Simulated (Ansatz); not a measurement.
A series of calculations on BSiH7O

Part 1: Relaxation

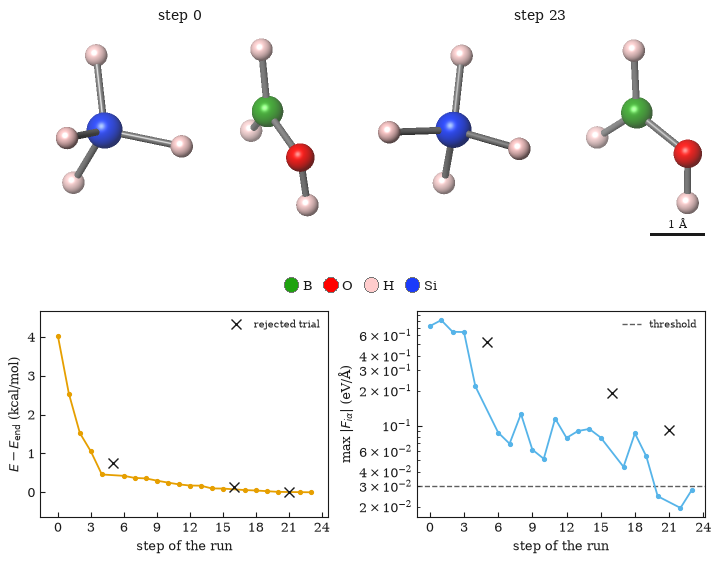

First and last geometry of a relaxation of BSiH7O, with the history of the run. Style: ball-and-stick. Shown at a tilt.

The run prepares an end point of a later path (reaction) calculation, from a guessed geometry.

The calculation used RKS PBE-D4/def2-SVP (Ansatz 0.2.0).

Input file:
```yaml
crystal:
  periodic: [false, false, false]
  atoms:
    - { symbol: B, position_ang: [-0.033889, -0.3458, 0.184335] }
    - { symbol: O, position_ang: [-0.099161, -0.97232, 1.41677] }
    - { symbol: H, position_ang: [-1.020999, -1.118653, 1.70047] }
    - { symbol: H, position_ang: [1.080741, -0.215086, -0.28539] }
    - { symbol: H, position_ang: [-1.043621, -0.043902, -0.434932] }
    - { symbol: Si, position_ang: [0.145723, 2.689126, 1.01482] }
    - { symbol: H, position_ang: [0.889495, 3.388072, 2.117502] }
    - { symbol: H, position_ang: [0.874723, 2.869878, -0.285159] }
    - { symbol: H, position_ang: [-1.242119, 3.257185, 0.9071] }
    - { symbol: H, position_ang: [0.061407, 1.246201, 1.337182] }
basis:
  gaussian: { orbitals: def2-SVP }
hamiltonian:
  xc: pbe
  dispersion: d4
relax:
  f_tol: 0.03
  max_steps: 50
output:
  orbitals: {}
```

Run as
```bash
ansatz run input.yaml --threads 1 --pin off --max-ram 2048MiB --backend cpu --events-out ev --progress --plain --runs-dir out
```

### Read the history and describe the run.

It converged. After 20 accepted moves (23 points after the start) the energy has fallen by 4.03 kcal/mol. Largest force component: 0.72 eV/Å at the start, 0.028 eV/Å at the end. The line search rejected the trial steps at points 5, 16, 21 of the run. The forces were under the threshold at step 20, but the run went on from there. The atom that moves furthest after the best rigid fit is H10 (0.83 Å). Largest moves by element: H 0.83 Å, O 0.63 Å, Si 0.24 Å, B 0.18 Å. Among the contacts that change: B1–O2 1.384 → 1.357 Å, Si6–H10 1.481 → 1.506 Å.

Part 2: Relaxation

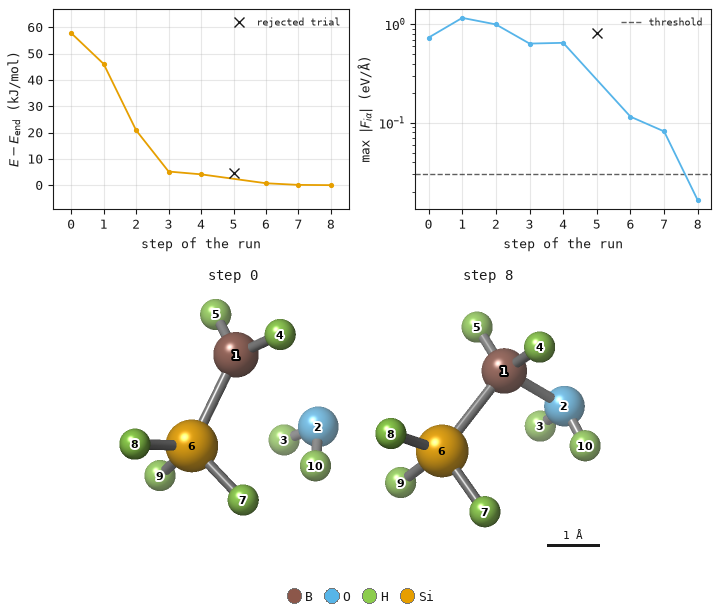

First and last geometry of a relaxation of BSiH$_{7}$O, with the history of the run. The picture is a ball-and-stick view, seen from a free direction.

The run prepares an end point of a later path (reaction) calculation, from a guessed geometry.

All numbers below come from Ansatz, RKS PBE-D4/def2-SVP.

Input file:
```yaml
crystal:
  periodic: [false, false, false]
  atoms:
    - { symbol: B, position_ang: [0.154729, 0.405936, -0.336217] }
    - { symbol: O, position_ang: [-0.362089, -0.305867, 2.101705] }
    - { symbol: H, position_ang: [-1.24736, 0.104718, 2.167872] }
    - { symbol: H, position_ang: [1.205746, -0.198102, -0.436814] }
    - { symbol: H, position_ang: [-0.830214, -0.081048, -0.858281] }
    - { symbol: Si, position_ang: [0.112368, 2.205175, 0.465886] }
    - { symbol: H, position_ang: [1.059078, 2.320808, 1.645193] }
    - { symbol: H, position_ang: [0.529293, 3.286047, -0.507229] }
    - { symbol: H, position_ang: [-1.244518, 2.60333, 0.99788] }
    - { symbol: H, position_ang: [0.235268, 0.413702, 2.432704] }
basis:
  gaussian: { orbitals: def2-SVP }
hamiltonian:
  xc: pbe
  dispersion: d4
relax:
  f_tol: 0.03
  max_steps: 50
output:
  orbitals: {}
```

Run as
```bash
ansatz run input.yaml --threads 1 --pin off --max-ram 2048MiB --backend cpu --events-out ev --progress --plain --runs-dir out
```

> Did the run converge, and what did it change?

It converged. After 7 accepted moves (8 points after the start) the energy has fallen by 57.8 kJ/mol. Largest force component: 0.73 eV/Å at the start, 0.016 eV/Å at the end. The line search rejected the trial step at point 5 of the run. B1 moves most after the best rigid fit: 0.50 Å. By element the largest moves are B 0.50 Å, H 0.48 Å, O 0.47 Å, Si 0.13 Å. Some distances before and after: B1–O2 2.592 → 1.691 Å, B1–Si6 1.970 → 2.034 Å, O2–H10 0.992 → 0.981 Å, Si6–H9 1.511 → 1.519 Å. New bonds form, among them: B1–O2 (2.59 → 1.69 Å). Bond angles that change, for instance: H4–B1–Si6 120.4° → 114.0°, H5–B1–Si6 121.5° → 115.7°, H4–B1–H5 117.7° → 114.2°. Cost: 11 s on 1 thread of Intel(R) Xeon(R) 6975P-C (Granite Rapids), on a shared host, peak memory 0.15 GiB.

Limits of the set-up: the start holds two separate molecules, 2.2 Å apart at their closest, whose relative position is a soft coordinate.

Part 3: Path

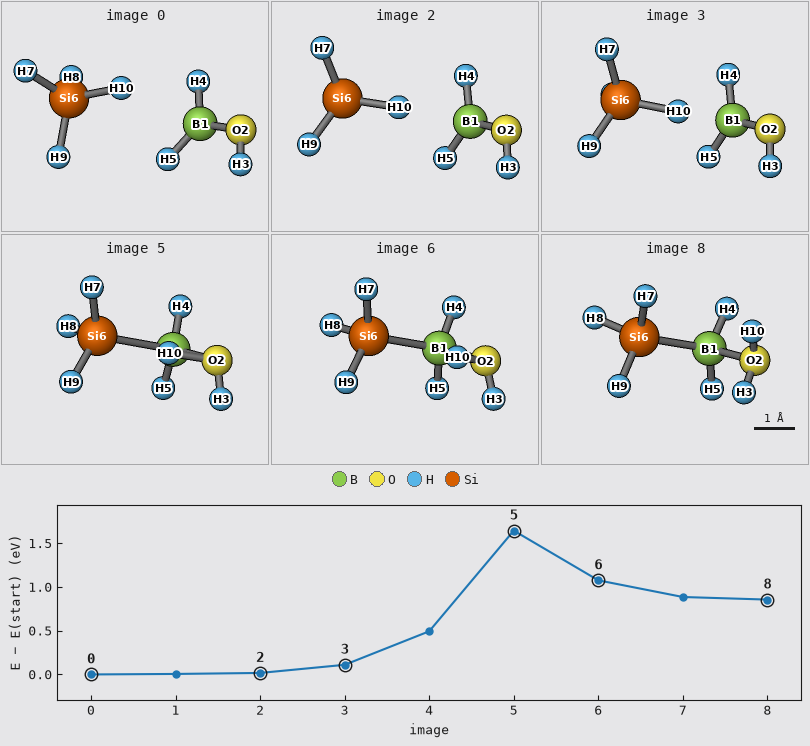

NEB run on BSiH$_{7}$O, made up at the start of BH$_{3}$O and SiH4. Images are numbered from 0 (start) to 8 (end). Style: ball-and-stick. Shown from a free direction.

These are results of RKS PBE-D4/def2-SVP (Ansatz 0.2.0), not measurements. Run with 7 movable images; climbing image; force threshold 0.05 eV/Å; iteration limit 60; starting path through a guess of the saddle point.

Question: Describe the mechanism and the energy profile.

Answer: Breaking: Si6–H10 (1.51 → 1.90 at the top → 2.98 Å). Forming: B1–Si6 (3.56 → 2.17 at the top → 2.03 Å), O2–H10 (3.34 → 1.26 at the top → 0.98 Å). The energy climbs by 1.65 eV to image 5 and then falls by 0.79 eV, so the end point sits at +0.86 eV. The band converged in 19 iterations, with a climbing image at the top. At the top, the vibrational analysis gives one imaginary mode (1144i cm⁻¹), as a transition state must have.

Limits of the set-up: the start holds two separate molecules, 2.9 Å apart at their closest, whose relative position is a soft coordinate.
